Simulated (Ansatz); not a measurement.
**AlNH2F (SMILES [NH2][Al][F]): the energy, rung by rung**

AlNH2F: 5 atoms, total charge 0, spin state doublet. As SMILES, `[NH2][Al][F]`. The shape is that of a PBE0-D4/def2-TZVP optimisation. This is one conformer, not always the lowest.

```csv
atom,x (Å),y (Å),z (Å)
N,-0.3847,0.4990,-0.2638
Al,0.6320,-0.2828,0.9495
F,1.2287,-1.7868,0.5900
H,-0.8043,1.4083,-0.1627
H,-0.6217,0.0886,-1.1544
```

Quantity: the energy change with the N1–H5 bond stretched from 1.009 to 2.522 Å, in eV. The values are calculated.

```tsv
level	kind	program	value (eV)	CPU time (all runs)
UHF/STO-3G	Hartree–Fock	Ansatz	4.51	0.66 s
UPBE/STO-3G	GGA	Ansatz	4.53	5.3 s
U-r2SCAN/STO-3G	meta-GGA	Ansatz	4.76	14 s
UB3LYP/STO-3G	global hybrid	Ansatz	4.87	5.3 s
U-wB97X/STO-3G	range-separated hybrid	Ansatz	5.30	35 s
UHSE06/STO-3G	range-separated hybrid	Ansatz	5.01	12 s
UBCCD(T)/STO-3G	coupled cluster or CI	Ansatz	5.01	1.6 s
UCCSDT(Q)/STO-3G	coupled cluster or CI	Ansatz	5.01	8.8 s
```

The first shape isn't each level's own minimum. The values span 4.51 to 5.30 eV. Spin contamination of the reference (⟨S²⟩ at least 0.1 too high) touches UHF/STO-3G, U-r2SCAN/STO-3G, UB3LYP/STO-3G, U-wB97X/STO-3G, UHSE06/STO-3G, UBCCD(T)/STO-3G, UCCSDT(Q)/STO-3G. All rows use very small basis sets, so even the best lies far from the true value. Times are those of the runs behind each value, whatever else they computed, on shared processors of several kinds: orders of magnitude only.

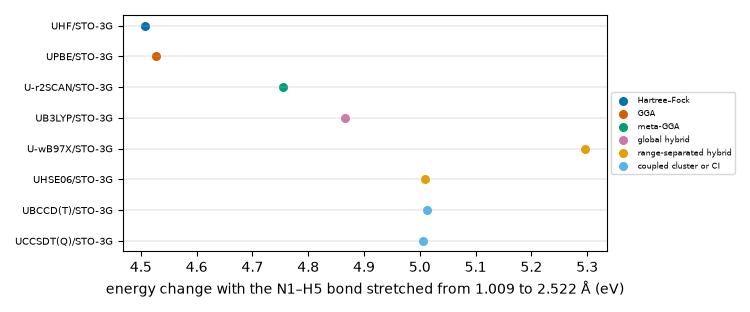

The values of the table, level by level.
